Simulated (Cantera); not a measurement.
Feed: 1 mol PbS, 4.4 mol H2, equilibrated at 54.0 mbar.

Equilibrium computed with Cantera from the NASA thermochemical tables; the gas is ideal and each condensed phase is pure. Candidate condensed phases: Pb, PbS, S; 10 gas species. Mutual solubility and eutectic melting of coexisting phases are not modelled. Equilibrium is a limit: real reactors are often held back by kinetics, nucleation or transport.

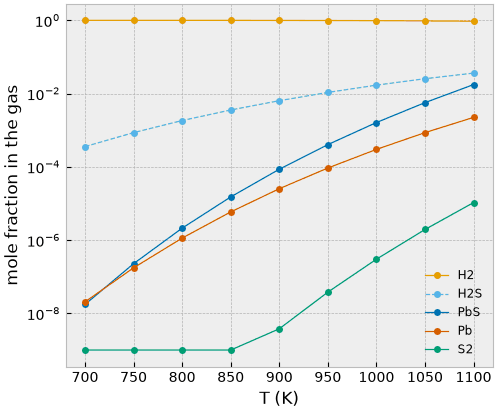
Figure: Equilibrium gas composition (values under 1e-9 drawn at 1e-9)

From 700 K to 1100 K the condensed part is Pb(l) + PbS(s). The main Pb-bearing gas is Pb at 700 K and PbS at 1100 K.
